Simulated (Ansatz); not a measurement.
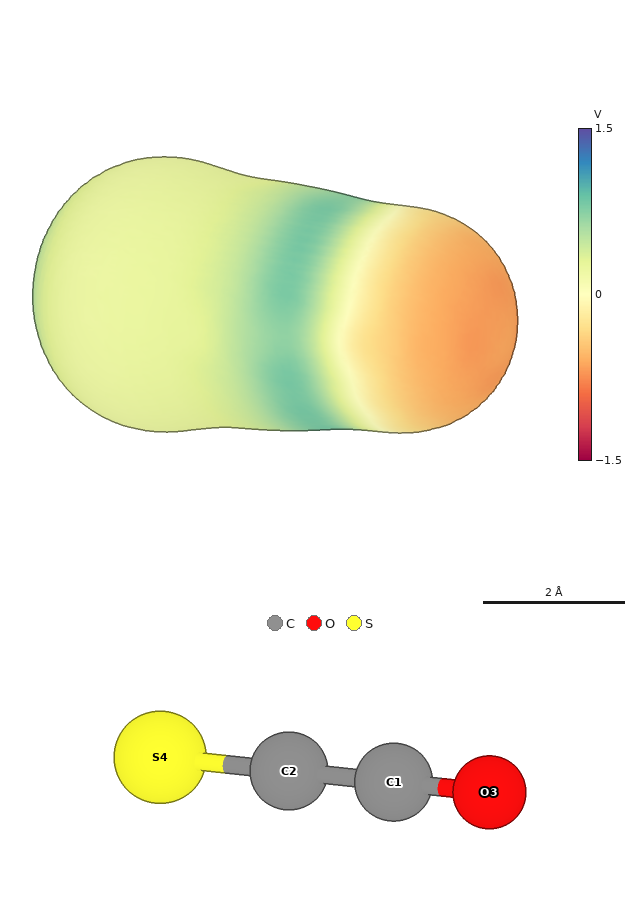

Figure. C2OS (SMILES O=C=C=S) (triplet). The electrostatic potential painted on the density surface at 0.002 e/bohr³, seen at a tilt; red is negative and blue positive. The bare structure is drawn below in the same view.

Geometry: B3LYP-D3(BJ)/def2-SVP.

Theory: Ansatz, isolated molecule in a Gaussian basis; Kohn-Sham density functional theory, functional PBE0.

Describe the electrostatic potential map.

Answer. The most negative region (about −0.7 V) lies over O3, the most positive (about +1.0 V) over S4.

How polar is the molecule by this calculation?

Answer. Its dipole moment is 1.10 D.
